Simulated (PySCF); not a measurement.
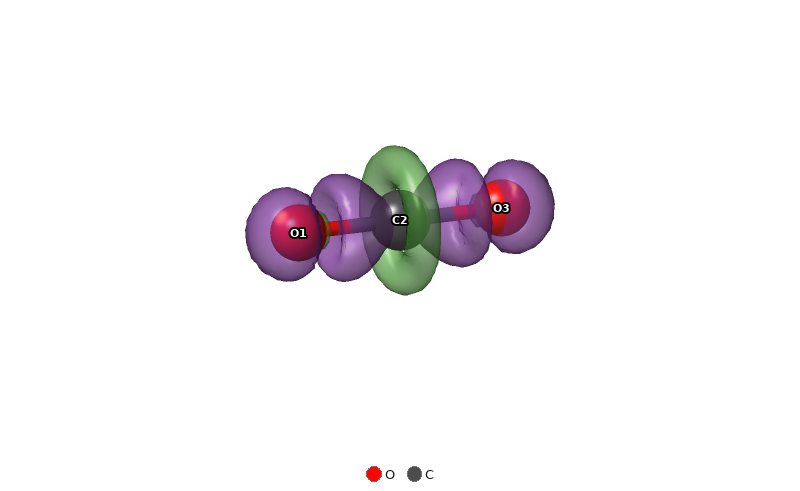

CO₂, SMILES `O=C=O`. Deformation density (molecule less spherical, spin-averaged free atoms at the same positions), surfaces at ±0.2 e/Å³; purple: gain, green: loss.

PySCF calculation, HF/6-31+G*, gas phase; geometry: GFN2-xTB. No frequency check shows the geometry to be a minimum.

Coordinates in Å:

```
O1      -1.1437    0.0001    0.0000
C2       0.0000   -0.0001    0.0000
O3       1.1437    0.0001    0.0000
```

> How much density has each bond gained at its critical point, relative to the free atoms?

O1–C2 and C2–O3: +0.95 e/Å³ at the bond critical point (bond length 1.14 Å). In all, 1.0 electrons gather in the regions of gain relative to the promolecule.

> Where do the Hirshfeld charges lie?

The highest Hirshfeld charge is on C2 (+0.47 e), the lowest on O1 and O3 (−0.23 e).

```tsv
atom	charge (e)
O1	−0.23
C2	+0.47
O3	−0.23
```

Run time: 1.6 s on 1 thread of Intel(R) Xeon(R) Platinum 8259CL CPU @ 2.50GHz (Skylake/Cascade Lake) (shared host), peak memory 0.21 GiB.
